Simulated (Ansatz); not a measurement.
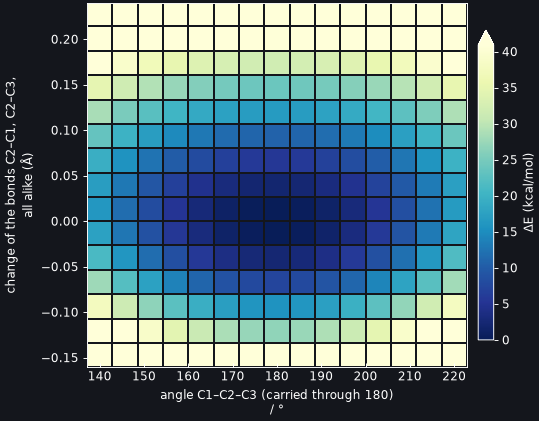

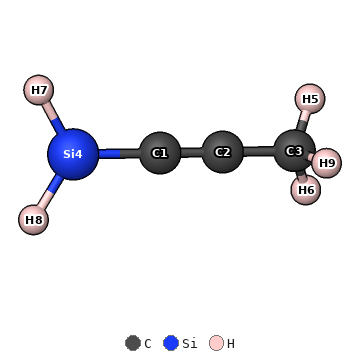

Energy landscape of C₃H₅Si, charge +1. Coordinates scanned: (1) angle C1–C2–C3 (carried through 180); (2) change of the bonds C2–C1, C2–C3, all alike. Nothing is relaxed (all other coordinates rigid). The scan uses a 15 × 15 grid. Points are written as (first, second). Energies are in kcal/mol, from the lowest grid point. Computed with Ansatz, RKS PBE-D4/def2-SVP.

Drawn: one coloured cell a grid point, one colour for all values above the top of the scale. The second picture is the structure at the lowest point.

Q: Summarise what can be read from the map.

A: The lowest grid point is at (180.0°, 0.013 Å). It is the only kind of minimum in the scanned range. The highest grid point, (220.0°, −0.147 Å), lies 68.2 kcal/mol above the lowest. Round the minimum the two coordinates are nearly uncoupled.

Grid values (kcal/mol):

```tsv
second ↓, first →	140.0	145.7	151.4	157.1	162.9	168.6	174.3	180.0	185.7	191.4	197.1	202.9	208.6	214.3	220.0
0.227	57.8	55.5	53.7	52.1	51.0	50.2	49.7	49.6	49.8	50.3	51.1	52.3	53.9	55.8	58.2
0.201	49.7	47.2	45.1	43.5	42.2	41.3	40.8	40.7	40.9	41.4	42.4	43.7	45.4	47.5	50.1
0.174	41.9	39.1	36.9	35.0	33.7	32.7	32.1	32.0	32.2	32.8	33.8	35.3	37.1	39.4	42.2
0.147	34.7	31.7	29.3	27.3	25.8	24.7	24.1	23.9	24.1	24.8	25.9	27.5	29.5	32.0	35.1
0.120	28.5	25.2	22.5	20.4	18.7	17.5	16.9	16.7	16.9	17.7	18.9	20.6	22.8	25.5	28.8
0.094	23.5	19.9	17.0	14.6	12.8	11.6	10.9	10.7	10.9	11.7	13.0	14.9	17.3	20.2	23.8
0.067	19.5	15.6	12.5	9.9	8.0	6.6	5.8	5.6	5.9	6.7	8.2	10.2	12.8	16.0	19.9
0.040	17.0	12.8	9.4	6.7	4.5	3.1	2.2	1.9	2.3	3.2	4.7	6.9	9.7	13.2	17.4
0.013	16.3	11.8	8.1	5.1	2.8	1.2	0.3	0.0	0.4	1.4	3.0	5.4	8.4	12.2	16.7
−0.013	17.6	12.8	8.8	5.6	3.1	1.3	0.3	0.0	0.4	1.5	3.3	5.8	9.1	13.1	18.0
−0.040	21.3	16.1	11.8	8.3	5.6	3.8	2.7	2.3	2.7	3.9	5.9	8.6	12.1	16.4	21.6
−0.067	27.7	22.2	17.6	13.9	10.9	8.9	7.7	7.3	7.8	9.1	11.2	14.1	17.9	22.5	28.1
−0.094	37.4	31.5	26.6	22.6	19.4	17.2	15.9	15.5	16.0	17.4	19.6	22.8	26.9	31.9	37.8
−0.120	50.3	44.0	38.7	34.4	31.1	28.7	27.3	26.8	27.4	28.8	31.3	34.7	39.0	44.3	50.7
−0.147	67.9	61.1	55.5	50.9	47.3	44.8	43.2	42.8	43.3	44.9	47.5	51.2	55.8	61.5	68.2
```

Each point was launched as `ansatz run input.yaml --threads 1 --pin off --max-ram 2560MiB --backend cpu --events-out ev --progress --plain --runs-dir out`. The whole map (225 points run) took 12 min on 1 thread of Intel(R) Xeon(R) Platinum 8259CL CPU @ 2.50GHz (Skylake/Cascade Lake), with other jobs on the host.
